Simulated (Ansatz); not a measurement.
# Profile along the Tl–I line in TlI (CsCl type)

TlI (CsCl type)

```cif
data_ITl
_chemical_formula_sum 'Tl1 I1'
_space_group_name_H-M_alt 'P 1'
_space_group_IT_number 1
_cell_length_a 4.24524
_cell_length_b 4.24524
_cell_length_c 4.24524
_cell_angle_alpha 90.000
_cell_angle_beta 90.000
_cell_angle_gamma 90.000
loop_
_space_group_symop_operation_xyz
  'x, y, z'
loop_
_atom_site_label
_atom_site_type_symbol
_atom_site_fract_x
_atom_site_fract_y
_atom_site_fract_z
_atom_site_occupancy
Tl1 Tl 0.00000 0.00000 0.00000 1
I1 I 0.50000 0.50000 0.50000 1
```

Fields along a shortest Tl–I line of a {110} plane (3.68 Å), from Tl to I, interpolated on the slice's grid (step about 0.2 Å). Computed with r2SCAN (plane waves to 500 eV, PAW, scalar-relativistic; Ansatz, a first-principles code). k mesh 8×8×8. Inside the PAW spheres the values are not all-electron values, and peaks at nuclei hang on which shells count as valence. Spin-orbit coupling is left out, though I and Tl are heavy. TlI was relaxed with its symmetry unable to fall.

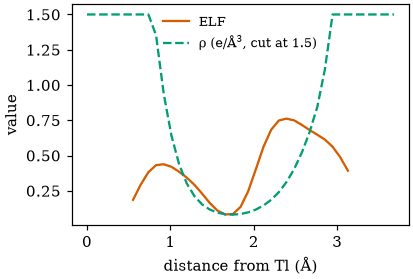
Fig. 1. ELF (away from the nuclei) and valence density from Tl to I.

Density on the Tl–I line (3.68 Å) at its density minimum, 1.7 Å from Tl: 0.08 e/Å³. ELF at that point: 0.1. ELF maximum in the middle third of the Tl–I line: 0.76, 2.4 Å from Tl.
